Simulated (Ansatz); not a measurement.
# Ge3N: one candidate structure, part 2 of 2

Where does Ge3N go from the start given, Li3N type (P6/mmm, No. 191)?

Ansatz 0.2.0; DFT PBE, scalar-relativistic, plane waves, PAW. The steps go on from the part before.

### Step 4. Relaxing cell and atoms (candidate A)

Contents of input.yaml:

```yaml
crystal:
  lattice:
    - [4.6859465465, 0.0, 0.0]
    - [-2.3429732732, 4.05814875, 0.0]
    - [0.0, 0.0, 3.9910528396]
  atoms:
    - { symbol: Ge, position: [0.0, 0.0, 0.5] }
    - { symbol: Ge, position: [0.3333333333, 0.6666666667, 0.0] }
    - { symbol: Ge, position: [0.6666666667, 0.3333333333, 0.0] }
    - { symbol: "N", position: [0.0, 0.0, 0.0] }
basis:
  ecutwfc: 420
kpoints:
  mp_grid: { grid: [12, 12, 12] }
hamiltonian:
  xc: pbe
scf:
  occupations: { method: gaussian, width: 0.1 }
output:
  forces: true
  stress: true
  eigenvalues: true
relax:
  adjacent_minimum: "off"
  f_tol: 0.01
  max_steps: 80
  cell: { stress_tol: 0.05 }
```

Started as:

```console
$ ansatz run input.yaml --threads 1 --pin off --max-ram 2560MiB --backend cpu --events-out ev --progress --plain --runs-dir out
```

Log:

```text
Warning: RAYON_NUM_THREADS=1 ignored (pool sized by the plan → 1); use --threads N
Engine: ansatz 0.2.0, aarch64-unknown-linux-gnu
Pseudopotentials: kind: paw
Pseudopotential: Ge, paw, valence charge 14, recommended cutoff 420 eV (normal), Ge.paw.azcp
Pseudopotential: N, paw, valence charge 5, recommended cutoff 420 eV (normal), N.paw.azcp
Functional definition: PBE
  parameter kappa = 0.804
  parameter beta = 0.06672455060314922
  exchange = pbe_x(kappa = kappa, mu = beta*pi^2/3)
  correlation = pbe_c(beta = beta)
Crystal: 4 atoms, lattice volume = 75.895 Å³
Basis set: ecut = 420 eV, 1471 PW (Γ), exchange–correlation on 64×64×54 points (8 copies of the dense FFT grid, shifted against one another)
Bands: 29, of which v1, the nominal top of the filled ones, is band 24 counted from 1 (23 counted from 0)
Symmetry: 24 space group operations
Space group: P6/mmm (ITA 191), of the structure as read, at distance tolerance 4.2e-5 Å
k-points: 133 of 1728
Non-local potential: Ge, projectors of the file, l = 0: 2, l = 1: 2, l = 2: 3, l = 3: 1
Non-local potential: N, projectors of the file, l = 0: 2, l = 1: 2, l = 2: 1
PAW form: soft (Blöchl's): semilocal exchange-correlation on the pseudo side does not see the compensation charge
PAW one-centre angular grid: Ge, 590 points (default); XC on 64 Gauss nodes
PAW one-centre angular grid: N, 110 points (default); XC on 64 Gauss nodes
Initial density: superposition of atomic densities (neutral atoms: chi_scale 0, normalization atom), corrected by the library's trained network
Initial wavefunctions: pseudopotential atomic-orbital guess
Functional: x = pbe(κ = 0.804, μ = 0.2195149727645171), c = pbe(β = 0.06672455060314922)
SCF iter   1: F=—  HF=-13264.838465 eV  |F-HF|=—  |Δ(HF+E_count)|=         —  Δρ=4.26e-3  dr2=1.27e-2  ethr=1.77e-3  ⟨swp⟩=5.6  Hψ=15102  notcnv=0
preconditioner: auto → Kerker (q_TF=auto, 2.519 Å⁻¹)  [metal: Δε(μ)=0.012 eV  Ē_g=20.498 eV  σ=0.100 eV  W_gap=0.07  n_scr=20 (ndim 8)  ℏωp=29.2 eV  f_vac=0.000  D(μ)=3.01/eV (n_scr^D=20)]
SCF iter   2: F=—  HF=-13264.836608 eV  |F-HF|=—  |Δ(HF+E_count)|=   1.86e-3  Δρ=2.38e-3  dr2=4.01e-3  ethr=2.71e-5  ⟨swp⟩=1.2  Hψ=5062  notcnv=0
SCF iter   3: F=—  HF=-13264.836456 eV  |F-HF|=—  |Δ(HF+E_count)|=   1.52e-4  Δρ=6.74e-4  dr2=2.29e-4  ethr=8.53e-6  ⟨swp⟩=2.0  Hψ=6865  notcnv=0
SCF iter   4: F=—  HF=-13264.836129 eV  |F-HF|=—  |Δ(HF+E_count)|=   3.27e-4  Δρ=2.74e-4  dr2=5.91e-5  ethr=4.87e-7  ⟨swp⟩=2.0  Hψ=6656  notcnv=0
SCF iter   5: F=—  HF=-13264.836105 eV  |F-HF|=—  |Δ(HF+E_count)|=   2.38e-5  Δρ=1.23e-4  dr2=8.18e-6  ethr=1.26e-7  ⟨swp⟩=2.0  Hψ=6903  notcnv=0
SCF iter   6: F=—  HF=-13264.836096 eV  |F-HF|=—  |Δ(HF+E_count)|=   9.68e-6  Δρ=2.58e-5  dr2=8.69e-7  ethr=1.74e-8  ⟨swp⟩=2.0  Hψ=6881  notcnv=0
SCF iter   7: F=—  HF=-13264.836096 eV  |F-HF|=—  |Δ(HF+E_count)|=  3.86e-10  Δρ=9.89e-6  dr2=7.96e-8  ethr=2.13e-10  ⟨swp⟩=5.0  Hψ=15569  notcnv=0
SCF iter   8: F=-13264.836096 eV  HF=-13264.836096 eV  |F-HF|=1.31e-8  |Δ(HF+E_count)|=   3.17e-8  Δρ=5.25e-6  dr2=1.28e-8  ethr=1.69e-10  ⟨swp⟩=4.0  Hψ=11757  notcnv=0
SCF 1 converged in 8 iterations: F = -13264.836096 eV  dr2 = 1.28e-8
relax step   1: F+E_penalty+E_count = -13264.83609573 eV  Δ(F+E_penalty+E_count) = +0.000e0 eV  max|allowed force component| = 4.742e-17 eV/Å  Δτ_max = 0.0000 Å  P = -1.646 GPa  Ω = 75.895 Å³  (8 SCF iters, dr2 threshold 1.00e-7 eV, accepted)
Crystal: 4 atoms, lattice volume = 74.594 Å³
Initial density: handed on by an earlier stage of this run
Initial wavefunctions: those handed on with the density
iter 1 solved again at ethr=1.45e-5 eV; its pass at ethr=3.10e-3 eV (dr2=6.82e-3 eV) is discarded
SCF iter   1: F=—  HF=-13264.855323 eV  |F-HF|=—  |Δ(HF+E_count)|=         —  Δρ=2.70e-3  dr2=7.16e-3  ethr=1.45e-5  ⟨swp⟩=1.9  Hψ=17215  notcnv=0
preconditioner: auto → Kerker (q_TF=auto, 2.526 Å⁻¹)  [metal: Δε(μ)=0.003 eV  Ē_g=20.575 eV  σ=0.100 eV  W_gap=0.02  n_scr=20 (ndim 8)  ℏωp=29.5 eV  f_vac=0.000  D(μ)=2.97/eV (n_scr^D=20)]
SCF iter   2: F=—  HF=-13264.854536 eV  |F-HF|=—  |Δ(HF+E_count)|=   7.87e-4  Δρ=1.25e-3  dr2=1.71e-3  ethr=1.45e-5  ⟨swp⟩=1.1  Hψ=3876  notcnv=0
SCF iter   3: F=—  HF=-13264.854288 eV  |F-HF|=—  |Δ(HF+E_count)|=   2.48e-4  Δρ=1.54e-4  dr2=2.10e-5  ethr=3.63e-6  ⟨swp⟩=2.0  Hψ=4537  notcnv=0
SCF iter   4: F=—  HF=-13264.854277 eV  |F-HF|=—  |Δ(HF+E_count)|=   1.17e-5  Δρ=4.04e-5  dr2=7.51e-7  ethr=4.47e-8  ⟨swp⟩=2.0  Hψ=6972  notcnv=0
iter 5 did not close the SCF: its close was put off for the readings that it lacked (scf_convergence_deferred on its scf_iter line)
SCF iter   5: F=-13264.854275 eV  HF=-13264.854275 eV  |F-HF|=1.58e-7  |Δ(HF+E_count)|=   1.81e-6  Δρ=1.39e-5  dr2=2.56e-7  ethr=1.60e-9  ⟨swp⟩=2.0  Hψ=6974  notcnv=0
SCF iter   6: F=-13264.854275 eV  HF=-13264.854275 eV  |F-HF|=1.90e-8  |Δ(HF+E_count)|=   2.09e-8  Δρ=4.46e-6  dr2=2.97e-8  ethr=5.45e-10  ⟨swp⟩=2.8  Hψ=12327  notcnv=0
the search or the solves at the SCF's close seem to have found levels that the self-consistency loop had missed (the run counts 1). By its estimate they hold under 1e-12 electrons; where the run keeps them, the occupations were computed again with them
SCF 2 converged in 6 iterations: F = -13264.854275 eV  dr2 = 2.97e-8
relax step   2: F+E_penalty+E_count = -13264.85427481 eV  Δ(F+E_penalty+E_count) = -1.818e-2 eV  max|allowed force component| = 4.973e-17 eV/Å  Δτ_max = 0.0000 Å  P = -0.469 GPa  Ω = 74.594 Å³  energy of the carried Pulay correction = +1.145e-3 eV  (6 SCF iters, dr2 threshold 4.00e-7 eV, accepted)
Crystal: 4 atoms, lattice volume = 73.462 Å³
Basis set: ecut = 420 eV, 1423 PW (Γ), exchange–correlation on 64×64×54 points (8 copies of the dense FFT grid, shifted against one another)
iter 1 solved again at ethr=1.13e-4 eV; its pass at ethr=3.10e-3 eV (dr2=5.29e-2 eV) is discarded
SCF iter   1: F=—  HF=-13264.884934 eV  |F-HF|=—  |Δ(HF+E_count)|=         —  Δρ=7.15e-3  dr2=5.28e-2  ethr=1.13e-4  ⟨swp⟩=1.0  Hψ=18365  notcnv=0
preconditioner: auto → Kerker (q_TF=auto, 2.533 Å⁻¹)  [metal: Δε(μ)=0.003 eV  Ē_g=20.622 eV  σ=0.100 eV  W_gap=0.01  n_scr=20 (ndim 8)  ℏωp=29.7 eV  f_vac=0.000  D(μ)=2.81/eV (n_scr^D=20)]
SCF iter   2: F=—  HF=-13264.878807 eV  |F-HF|=—  |Δ(HF+E_count)|=   6.13e-3  Δρ=3.31e-3  dr2=1.28e-2  ethr=1.12e-4  ⟨swp⟩=1.1  Hψ=3877  notcnv=0
SCF iter   3: F=—  HF=-13264.876898 eV  |F-HF|=—  |Δ(HF+E_count)|=   1.91e-3  Δρ=4.30e-4  dr2=1.13e-4  ethr=2.73e-5  ⟨swp⟩=2.0  Hψ=4516  notcnv=0
SCF iter   4: F=—  HF=-13264.876871 eV  |F-HF|=—  |Δ(HF+E_count)|=   2.78e-5  Δρ=9.98e-5  dr2=9.96e-6  ethr=2.40e-7  ⟨swp⟩=2.0  Hψ=6967  notcnv=0
SCF iter   5: F=—  HF=-13264.876864 eV  |F-HF|=—  |Δ(HF+E_count)|=   6.68e-6  Δρ=4.60e-5  dr2=2.82e-6  ethr=2.12e-8  ⟨swp⟩=2.0  Hψ=6649  notcnv=0
SCF iter   6: F=-13264.876864 eV  HF=-13264.876864 eV  |F-HF|=7.20e-8  |Δ(HF+E_count)|=   3.73e-7  Δρ=1.85e-5  dr2=3.28e-7  ethr=8.51e-10  ⟨swp⟩=2.6  Hψ=13855  notcnv=0
SCF 3 converged in 6 iterations: F = -13264.876864 eV  dr2 = 3.28e-7
relax step   3: F+E_penalty+E_count = -13264.87686355 eV  Δ(F+E_penalty+E_count) = -2.259e-2 eV  max|allowed force component| = 5.898e-17 eV/Å  Δτ_max = 0.0000 Å  P = +1.213 GPa  Ω = 73.462 Å³  energy of the carried Pulay correction = +1.993e-3 eV  (6 SCF iters, dr2 threshold 4.00e-7 eV, accepted)
[... 11 lines left out ...]
relax step   4: F+E_penalty+E_count = -13264.89203786 eV  Δ(F+E_penalty+E_count) = -1.517e-2 eV  max|allowed force component| = 3.412e-17 eV/Å  Δτ_max = 0.0000 Å  P = +0.196 GPa  Ω = 75.030 Å³  energy of the carried Pulay correction = +3.310e-4 eV  (6 SCF iters, dr2 threshold 4.00e-7 eV, accepted)
[... 12 lines left out ...]
relax step   5: F+E_penalty+E_count = -13264.89205739 eV  Δ(F+E_penalty+E_count) = -1.953e-5 eV  max|allowed force component| = 3.701e-17 eV/Å  Δτ_max = 0.0000 Å  P = +0.019 GPa  Ω = 75.273 Å³  energy of the carried Pulay correction = +8.458e-5 eV  (6 SCF iters, dr2 threshold 1.88e-7 eV, accepted)
[... 11 lines left out ...]
relax step   6: F+E_penalty+E_count = -13264.89289905 eV  Δ(F+E_penalty+E_count) = -8.417e-4 eV  max|allowed force component| = 4.395e-17 eV/Å  Δτ_max = 0.0000 Å  P = +0.031 GPa  Ω = 75.273 Å³  stress off target by 5.87e-2 GPa  SCF on the basis re-selected at this cell (its energy is not comparable with the rows above)  (7 SCF iters)
[... 12 lines left out ...]
relax step   7: F+E_penalty+E_count = -13264.89286814 eV  Δ(F+E_penalty+E_count) = +3.091e-5 eV  max|allowed force component| = 2.660e-17 eV/Å  Δτ_max = 0.0000 Å  P = +0.001 GPa  Ω = 75.320 Å³  energy of the carried Pulay correction = -4.762e-5 eV  (6 SCF iters, dr2 threshold 8.62e-9 eV, accepted)
iter 1 solved again at ethr=1.45e-7 eV; its pass at ethr=3.10e-3 eV (dr2=6.81e-5 eV) is discarded
SCF iter   1: F=—  HF=-13264.892914 eV  |F-HF|=—  |Δ(HF+E_count)|=         —  Δρ=2.43e-6  dr2=1.06e-9  ethr=1.45e-7  ⟨swp⟩=2.9  Hψ=23290  notcnv=0
eigensolver tolerance schedule: the retry pair's looser diagonalisation over-reported the residual by 64456.97 of it (diagonalisation noise at an unbounded share of the residual, at the tolerance the schedule requests for it); recorded, not acted on — ethr = c·dr2/N_el stays at c = 1.0e-1
preconditioner: auto → Kerker (q_TF=auto, 2.522 Å⁻¹)  [metal: Δε(μ)=0.006 eV  Ē_g=20.563 eV  σ=0.100 eV  W_gap=0.04  n_scr=20 (ndim 8)  ℏωp=29.3 eV  f_vac=0.000  D(μ)=2.47/eV (n_scr^D=20)]
SCF iter   2: F=—  HF=-13264.892911 eV  |F-HF|=—  |Δ(HF+E_count)|=   3.11e-6  Δρ=1.55e-6  dr2=5.31e-10  ethr=2.25e-12  ⟨swp⟩=3.0  Hψ=10127  notcnv=0
SCF iter   3: F=—  HF=-13264.892911 eV  |F-HF|=—  |Δ(HF+E_count)|=  2.51e-10  Δρ=9.20e-7  dr2=1.88e-10  ethr=1.13e-12  ⟨swp⟩=3.0  Hψ=8297  notcnv=0
iter 4 did not close the SCF: its close was put off for the readings that it lacked (scf_convergence_deferred on its scf_iter line)
SCF iter   4: F=-13264.892911 eV  HF=-13264.892911 eV  |F-HF|=3.64e-12  |Δ(HF+E_count)|=  2.69e-10  Δρ=1.16e-7  dr2=1.27e-11  ethr=1.00e-12  ⟨swp⟩=2.0  Hψ=4893  notcnv=0
iter 5 did not close the SCF: its close was put off for the readings that it lacked (scf_convergence_deferred on its scf_iter line)
SCF iter   5: F=-13264.892911 eV  HF=-13264.892911 eV  |F-HF|=0.00e0  |Δ(HF+E_count)|=  3.64e-12  Δρ=5.66e-8  dr2=3.79e-12  ethr=1.00e-12  ⟨swp⟩=1.0  Hψ=3857  notcnv=0
iter 6 did not close the SCF: its close was put off for the readings that it lacked (scf_convergence_deferred on its scf_iter line)
SCF iter   6: F=-13264.892911 eV  HF=-13264.892911 eV  |F-HF|=1.82e-12  |Δ(HF+E_count)|=  1.82e-12  Δρ=3.38e-8  dr2=9.59e-13  ethr=1.00e-12  ⟨swp⟩=1.0  Hψ=3857  notcnv=0
iter 7 did not close the SCF: its close was put off for the readings that it lacked (scf_convergence_deferred on its scf_iter line)
SCF iter   7: F=-13264.892911 eV  HF=-13264.892911 eV  |F-HF|=0.00e0  |Δ(HF+E_count)|=  1.82e-12  Δρ=1.47e-8  dr2=1.42e-13  ethr=1.00e-12  ⟨swp⟩=1.0  Hψ=3857  notcnv=0
SCF iter   8: F=-13264.892911 eV  HF=-13264.892911 eV  |F-HF|=3.64e-12  |Δ(HF+E_count)|=  3.64e-12  Δρ=3.24e-9  dr2=1.31e-14  ethr=1.00e-12  ⟨swp⟩=1.9  Hψ=8983  notcnv=0
SCF 8 converged in 8 iterations: F = -13264.892911 eV  dr2 = 1.31e-14
relax step   8: F+E_penalty+E_count = -13264.89291120 eV  Δ(F+E_penalty+E_count) = -4.306e-5 eV  max|allowed force component| = 3.238e-17 eV/Å  Δτ_max = 0.0000 Å  P = +0.002 GPa  Ω = 75.320 Å³  stress off target by 5.13e-3 GPa  SCF on the basis re-selected at this cell (its energy is not comparable with the rows above)  (8 SCF iters)
basis re-selected at this cell: Δ(F+E_penalty+E_count) = -4.306e-5 eV, ΔP = +0.001 GPa vs the last step (what re-selecting the basis moved, of the pressure what is left beyond the Pulay correction that the steps carried, after the strain that the cell walked since its last selection, with what the two solves' SCF thresholds leave and, on support functions, any second-order correction that the steps lacked; it is no measure of the basis error at this ecutwfc). This SCF's stress stands 5.13e-3 GPa from its target on what of the cell is left free (relax.cell.stress_tol is 5.00e-2 GPa) and its largest allowed force component is 3.24e-17 eV/Å (relax.f_tol is 1.00e-2 eV/Å): within both
SCF converged after 8 iterations
Free energy (F): -13264.892911 eV
Harris-Foulkes:  -13264.892911 eV  (|F-HF|=3.64e-12)
Internal energy: -13264.880558 eV  (E = F + TS)
E sigma→0 (E₀):  -13264.886735 eV
Entropy (-TS):   -0.012353 eV (-3.088 meV/atom)
Fermi energy:    8.573484 eV
--- Per-component energies (eV) ---
  E_band       = -444.446435
  E_kinetic    = 453.954253
  E_local      = -7238.793389  (includes V_loc(G=0)·N_el)
  E_nonlocal   = 1291.929079
  E_hartree    = 3124.634333
  E_xc         = -283.530519
  E_vxc        = -265.363429  (∫ρ·V_xc dr)
  E_paw        = -6174.528647  (= ΣΔE_a)
  E_vpaw       = -935.442758  (= ΣTr[D̂ρ^β])
  E_aug_tail   = 0.001140  (compensation charges beyond the density's cutoff)
  E_ewald      = -4438.546807
  E_smearing   = -0.012353  (= −TS)
  E_closure    = 0.000000  (closes the sum)
  Σ components = -13264.892911   (vs F -13264.892911, Δ=0.00e0)
--- Forces (eV/Å), atoms counted from 1 ---
  atom   1  Ge     0.00000000     0.00000000     0.00000000
  atom   2  Ge    -0.00000000    -0.00000000     0.00000000
  atom   3  Ge     0.00000000     0.00000000     0.00000000
  atom   4  N      0.00000000     0.00000000     0.00000000
  max |Σ_I F_I| component: 1.35e-30 eV/Å
--- Stress (GPa, compression-positive) ---
        0.005017      -0.000000       0.000000
       -0.000000       0.005017       0.000000
        0.000000       0.000000      -0.005130
  P = ⅓ Tr σ = 0.0016 GPa (0.016 kbar)
--- Band table (eV; the first three rows and the last of 133) ---
  k-point 0: bands = ["-16.5679", "-16.5081", "-16.5081", "-16.4222", "-16.4222", "-16.2286", "-16.2011", "-16.2011", "-16.2003", "-16.2003", "-16.1585", "-16.1585", "-16.1537", "-16.1477", "-16.1477", "-7.1716", "-0.8426", "2.3071", "3.8916", "4.0299", "4.0299", "4.4472", "6.4911", "6.4911", "9.4785", "11.7348", "11.7348", "13.4207", "14.9711"]
  k-point 1: bands = ["-16.5642", "-16.5082", "-16.5082", "-16.4229", "-16.4229", "-16.2282", "-16.2012", "-16.2012", "-16.2003", "-16.2003", "-16.1587", "-16.1587", "-16.1531", "-16.1475", "-16.1475", "-7.1418", "-0.8210", "1.7173", "3.9309", "4.0838", "4.0838", "5.1330", "6.5300", "6.5300", "9.2094", "11.5535", "11.5535", "13.1060", "15.3784"]
  k-point 2: bands = ["-16.5538", "-16.5084", "-16.5084", "-16.4246", "-16.4246", "-16.2271", "-16.2014", "-16.2014", "-16.2002", "-16.2002", "-16.1593", "-16.1593", "-16.1517", "-16.1469", "-16.1469", "-7.0563", "-0.7692", "0.7547", "4.0432", "4.2400", "4.2400", "6.3077", "6.6408", "6.6408", "8.7089", "11.0532", "11.0532", "12.3764", "15.0476"]
  k-point 132: bands = ["-16.5104", "-16.5077", "-16.5077", "-16.4301", "-16.4301", "-16.2487", "-16.2180", "-16.2180", "-16.2102", "-16.1828", "-16.1828", "-16.1559", "-16.1379", "-16.1379", "-16.0975", "-6.3680", "-1.3177", "0.2218", "0.2218", "5.4766", "5.4766", "6.6835", "6.6835", "6.9077", "10.4311", "11.7559", "11.7559", "12.5442", "12.5442"]
--- Relaxed structure (6 steps of the walk, 6 accepted, 2 SCFs on fresh bases) ---
  F+E_penalty+E_count = -13264.89291120 eV   max|allowed force component| = 3.238e-17 eV/Å   (the final SCF, on the basis selected at the relaxed cell)
  cell:  # Å, volume = 75.3196 Å³
    - [4.7783211302812685, -2.9436655792050386e-11, 0.0]
    - [-2.3891605651151417, 4.13814748627827, 0.0]
    - [0.0, 0.0, 3.8091368048375465]
  atoms:
    - { symbol: Ge, position: [-2.94155564664592e-35, -1.0678126017042514e-34, 0.5] }
    - { symbol: Ge, position: [0.33333333333333337, 0.6666666666666667, 0.0] }
    - { symbol: Ge, position: [0.6666666666666667, 0.33333333333333337, 0.0] }
    - { symbol: N, position: [-4.466710985921182e-35, -2.7684030414818156e-35, 0.0] }
```

Run time: 2.1 min. Hardware: 1 thread of Arm Neoverse V1, shared host; peak memory 0.49 GiB.

The steps of the relaxation:

| step | E - E(step 1) (eV/cell) | largest force component (eV/Å) | pressure (GPa) | volume (Å³) |
| --- | --- | --- | --- | --- |
| 1 | 0.0000 | 0.0000 | -1.65 | 75.89 |
| 2 | -0.0182 | 0.0000 | -0.47 | 74.59 |
| 3 | -0.0408 | 0.0000 | 1.21 | 73.46 |
| 4 | -0.0559 | 0.0000 | 0.20 | 75.03 |
| 5 | -0.0560 | 0.0000 | 0.02 | 75.27 |
| 6 | -0.0568 | 0.0000 | 0.03 | 75.27 |
| 7 | -0.0568 | 0.0000 | 0.00 | 75.32 |
| 8 | -0.0568 | 0.0000 | 0.00 | 75.32 |

Step 1 is the start. Steps 6, 8 each repeat the geometry before them on a plane-wave basis chosen anew, so the energy can jump there without any move.

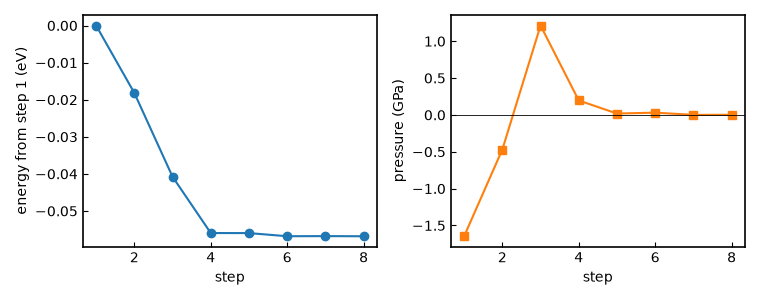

Energy and pressure along the relaxation.

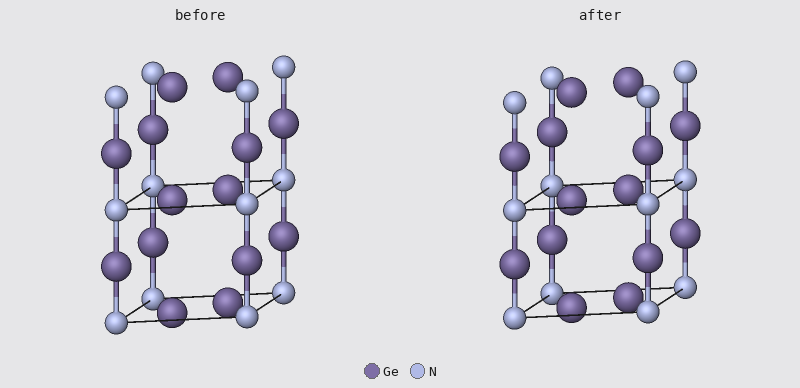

Before and after, at one scale.

|  | before | after | change |
| --- | --- | --- | --- |
| a (Å) | 4.686 | 4.778 | +2.0 % |
| b (Å) | 4.686 | 4.778 | +2.0 % |
| c (Å) | 3.991 | 3.809 | -4.6 % |
| volume (Å³/atom) | 18.97 | 18.83 | -0.8 % |
| shortest distance (Å) | 1.996 | 1.905 | -4.6 % |
| space group (0.01 Å) | P6/mmm | P6/mmm | same |

Forces and stress were held to the start's 24 operations: a distortion of lower symmetry was not tested.

### Step 5. Changed: chi_scale 0.0

Contents of input.yaml:

```yaml
crystal:
  lattice:
    - [4.7783211303, 0.0, 0.0]
    - [-2.3891605651, 4.1381474863, 0.0]
    - [0.0, 0.0, 3.8091368048]
  atoms:
    - { symbol: Ge, position: [0.0, 0.0, 0.5] }
    - { symbol: Ge, position: [0.3333333333, 0.6666666667, 0.0] }
    - { symbol: Ge, position: [0.6666666667, 0.3333333333, 0.0] }
    - { symbol: "N", position: [0.0, 0.0, 0.0] }
basis:
  ecutwfc: 420
kpoints:
  mp_grid: { grid: [12, 12, 12] }
hamiltonian:
  xc: pbe
scf:
  occupations: { method: gaussian, width: 0.1 }
  initial_density: { chi_scale: 0.0 }
output:
  forces: true
  eigenvalues: true
  stress: true
```

Started as:

```console
$ ansatz run input.yaml --threads 1 --pin off --max-ram 2560MiB --backend cpu --events-out ev --progress --plain --runs-dir out
```

Log, shortened:

```text
Warning: RAYON_NUM_THREADS=1 ignored (pool sized by the plan → 1); use --threads N
[...]
[... 4 set-up lines as earlier in the session ...]
[...]
Crystal: 4 atoms, lattice volume = 75.320 Å³
Basis set: ecut = 420 eV, 1471 PW (Γ), exchange–correlation on 64×64×54 points (8 copies of the dense FFT grid, shifted against one another)
Bands: 29, of which v1, the nominal top of the filled ones, is band 24 counted from 1 (23 counted from 0)
[... 2 set-up lines as earlier in the session ...]
k-points: 133 of 1728
[...]
SCF iter   1: F=—  HF=-13267.248660 eV  |F-HF|=—  |Δ(HF+E_count)|=         —  Δρ=1.03e-1  dr2=1.24e1  ethr=3.10e-3  ⟨swp⟩=5.4  Hψ=13910  notcnv=0
[...]
SCF iter  10: F=-13264.892911 eV  HF=-13264.892911 eV  |F-HF|=1.02e-8  |Δ(HF+E_count)|=   2.06e-7  Δρ=5.52e-6  dr2=1.78e-8  ethr=2.13e-10  ⟨swp⟩=8.1  Hψ=17547  notcnv=0
[...]
SCF converged after 10 iterations
Free energy (F): -13264.892911 eV
[...]
E sigma→0 (E₀):  -13264.886735 eV
Entropy (-TS):   -0.012353 eV (-3.088 meV/atom)
Fermi energy:    8.573472 eV
[...]
--- Forces (eV/Å), atoms counted from 1 ---
  atom   1  Ge    -0.00000000    -0.00000000     0.00000000
  atom   2  Ge     0.00000000    -0.00000000     0.00000000
  atom   3  Ge    -0.00000000     0.00000000     0.00000000
  atom   4  N     -0.00000000     0.00000000     0.00000000
[...]
--- Stress (GPa, compression-positive) ---
        0.004990       0.000000       0.000000
        0.000000       0.004990       0.000000
        0.000000       0.000000      -0.004946
  P = ⅓ Tr σ = 0.0017 GPa (0.017 kbar)
--- Band table (eV; the first three rows and the last of 133) ---
[...]
```

Wall time 17 s (1 thread of Arm Neoverse V1, shared host); peak memory 0.45 GiB.

```csv
run,ending,energy change,pressure (GPa),gap (eV),force (eV/Å),cycles,time
step 4,converged,0,0.0,0.00,0.00,-,2.1 min
variant,converged,0.0 meV/atom,0.0,0.00,0.00,10,17 s
```

With the changed start the energy agrees within 0.5 meV/atom.

### Step 6. Results

What follows sums up all 2 parts.

Formation energies count from the elements, computed with the same settings in runs not shown here.

Rows marked E are candidates relaxed earlier by the same steps.

```
candidate                        start  space group at the end  atoms  volume (Å³/atom)  energy above the lowest (meV/atom)  gap on the mesh (eV)  formation energy (eV/atom)
        A  Li3N type (P6/mmm, No. 191)                  P6/mmm      4             18.83                                 0.0                  0.00                      +1.017
       E1    A15 type (Pm-3n, No. 223)                   Pm-3n      8             16.24                               165.0                  0.00                      +1.182
```

The lowest is A, in P6/mmm; E1 follows 165 meV/atom higher. Other structures, not tried here, may lie lower. The lowest formation energy here, +1.02 eV/atom, is positive, so the elements lie lower than the structures tried; another structure of the compound can lie lower. The final runs have no spin polarisation, so no magnetic state was tried and one may lie lower.
